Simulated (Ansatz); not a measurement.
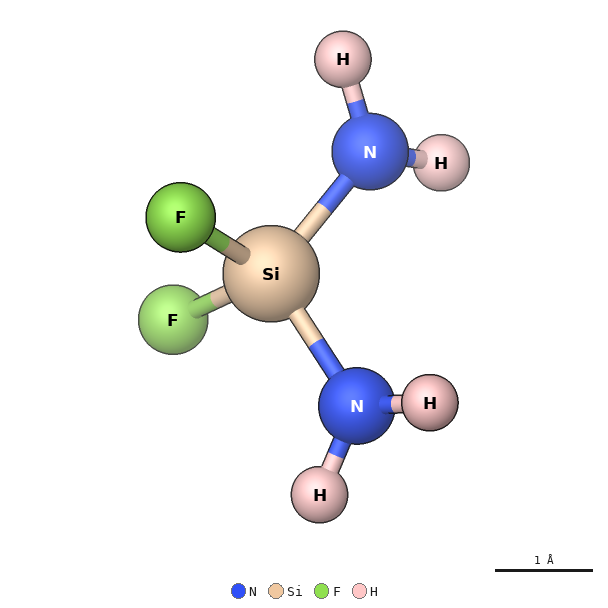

Depth is shown by fading: the farther an atom, the more it takes the colour of the background. Computed geometry: PBE0-D4/def2-TZVP optimisation. Masses are those of the most abundant isotopes; constants are for the rigid equilibrium geometry.

What kind of rotor is it, and what are its rotational constants in GHz?

Answer. An asymmetric top (C2): A = 4.09, B = 3.92, C = 3.53 GHz. Ray's parameter κ is 0.38, nearer the oblate limit.
